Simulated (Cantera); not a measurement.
A closed system holds: 1 mol AlCl3, a varied amount of NH3, 73 mol N2, held at 1573.15 K and 10000 Pa.

Method: chemical equilibrium by Gibbs-energy minimisation in Cantera with the NASA 1993 tables (ideal gas, pure condensed phases). Candidate condensed phases: Al, AlCl3, AlN, NH4Cl; 20 gas species. The tables' values for AlCl2 are old estimates; treat these amounts as uncertain. Equilibrium is a limit: real reactors are often held back by kinetics, nucleation or transport.

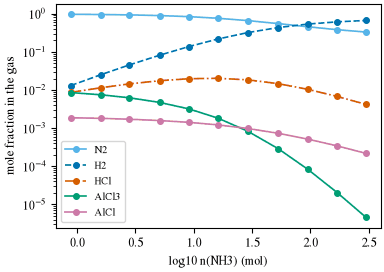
Equilibrium gas composition (values under 1e-9 drawn at 1e-9)

Task: Read off the mole fractions at 2.8 mol NH3.

Result: N2 about 0.93, H2 about 0.045, HCl about 0.014, AlCl3 about 0.0063, AlCl about 0.0017.
